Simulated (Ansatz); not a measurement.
The parent structure is ZnS in the zinc blende structure (space group F-43m, No. 216; a = 5.389 Å). Axes: x, y, z lie along the cube axes.

Modification: the cell is stretched by 2.00 % along z with no lateral relaxation, atoms relaxed at fixed cell.

Calculations: Kohn–Sham DFT with the r2SCAN functional, run in Ansatz (an electronic-structure program) with PAW and 500 eV plane waves, no SOC.

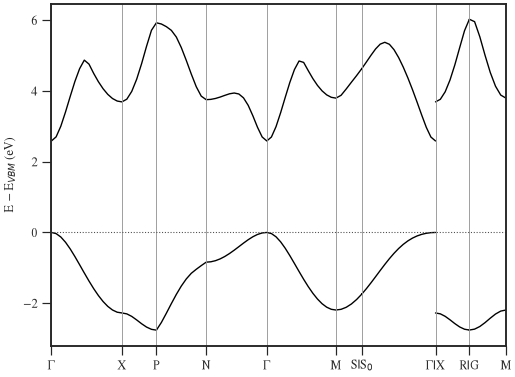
Figure. Highest valence and lowest conduction band along the path of the changed cell's own zone

From the figure, how large is the changed gap, and is it direct?

About 2.6 eV, direct at Γ.

The cells carry an imposed strain or load. Stability against distortions was not tested. k-point labels follow each cell's own Brillouin zone.
